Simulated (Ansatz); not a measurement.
```xyz
5

B     1.1737   -0.5991   -0.0260
B    -1.1744    0.5979    0.0216
O    -2.2584    1.1553    0.0589
O    -0.0031   -0.0052   -0.0218
O     2.2622   -1.1489   -0.0326
```

Geometry: PBE-D4/def2-SVP.

Theory: RKS PBE0-D4/def2-TZVP (Ansatz).

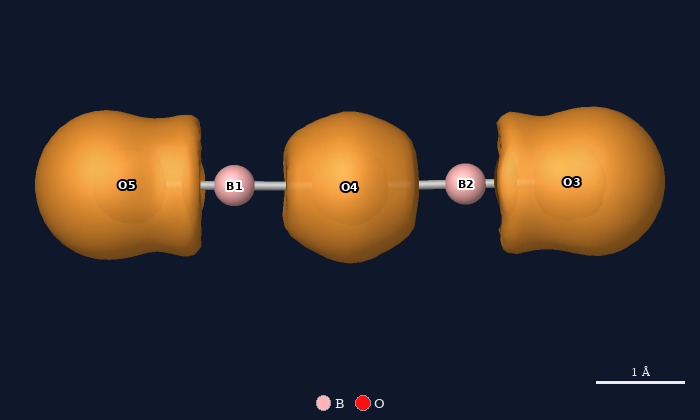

B2O3. Isosurface of the ELF at 0.75 (orange), seen from one side. Core shells and regions of very low density are left out.

Question: Describe the localisation domains.

Answer: The surface consists of three regions on O in which the atom's valence shell and bonds are merged. Profiles from the grid: B–O (1.22 Å): the ELF peaks at about 0.85 between the atoms, as expected for a short, strongly polar bond. B–O (1.32 Å): the ELF peaks at about 0.85 between the atoms; a short, strongly polar bond.
